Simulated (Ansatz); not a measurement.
One crystal and one scan (energy against volume) at two levels, PBE (plane waves to 420 eV, PAW, scalar-relativistic; Ansatz, a program for electronic structure) and r2SCAN (plane waves to 500 eV, PAW, scalar-relativistic; Ansatz), each from its own relaxed cell and on its own mesh. The cell shown is that of PBE.

TiN (rock salt)

```
TiN
1.0
    0.00000     2.12346     2.12346
    2.12346     0.00000     2.12346
    2.12346     2.12346     0.00000
N Ti
1 1
Direct
  0.00000   0.00000   0.00000
  0.50000   0.50000   0.50000
```

The volume is varied about the relaxed value V₀ at fixed cell shape. Symmetry pins the atoms to their sites.

Energies are smeared free energies. TiN is run without spin polarisation. TiN was relaxed with its symmetry unable to fall. Percentages come from the unrounded values. Both scans cover V/V₀ from 0.840 to 1.160.

```json
[
 {"quantity": "Lattice constant a (Å)", "PBE": "4.247", "r2SCAN": "4.233", "PBE − r2SCAN": "+0.014 (+0.3 %)"},
 {"quantity": "Pressure at the smallest volume (GPa)", "PBE": "69.8", "r2SCAN": "74.2", "PBE − r2SCAN": "-4.4 (-5.9 %)"},
 {"quantity": "Energy cost of the largest compression (meV/atom)", "PBE": "287", "r2SCAN": "302", "PBE − r2SCAN": "-15 (-5.1 %)"},
 {"quantity": "Energy cost of the largest expansion (meV/atom)", "PBE": "163", "r2SCAN": "173", "PBE − r2SCAN": "-10 (-6 %)"},
 {"quantity": "Bulk modulus B₀ (third-order Birch-Murnaghan fit) (GPa)", "PBE": "276.3", "r2SCAN": "295.1", "PBE − r2SCAN": "-18.8 (-6.4 %)"},
 {"quantity": "Pressure derivative B₀′ (fit)", "PBE": "4.2", "r2SCAN": "4.2", "PBE − r2SCAN": "0.0"},
 {"quantity": "Pressure for 5 % compression (fit) (GPa)", "PBE": "15.8", "r2SCAN": "16.9", "PBE − r2SCAN": "-1.1 (-6 %)"}
]
```

PBE gives the higher value for: lattice constant a. PBE gives the lower value for: pressure at the smallest volume; energy cost of the largest compression; energy cost of the largest expansion; bulk modulus B₀; pressure for 5 % compression. They agree on: pressure derivative B₀′ (within 1.5 %). For the lattice constant a the reference is 4.239 Å (measured, room temperature or unstated; as given in Guo-Xu Zhang, Anthony M Reilly, Alexandre Tkatchenko et al., New Journal of Physics (2018), doi:10.1088/1367-2630/aac7f0): it holds thermal shifts, so no verdict is drawn. For the bulk modulus B₀ the reference is 288 GPa (measured, room temperature or unstated; as given in V. Krasnenko, M.G. Brik, Solid State Sciences (2013), arXiv:1306.3139): it holds thermal shifts, so no verdict is drawn.  Neither level is exact: the differences show how much the result hangs on the functional.

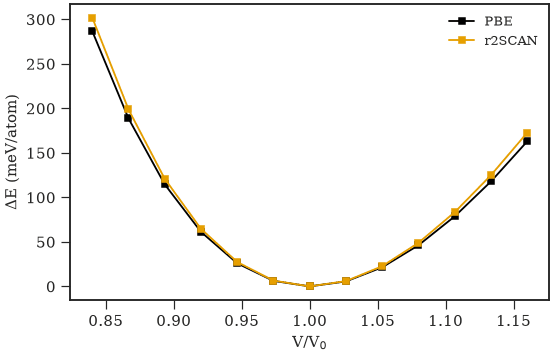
Fig. 1. ΔE, each from the relaxed starting cell of its own level.

(Under strain, the slope of the energy per volume gives the stress and its curvature an elastic modulus.)
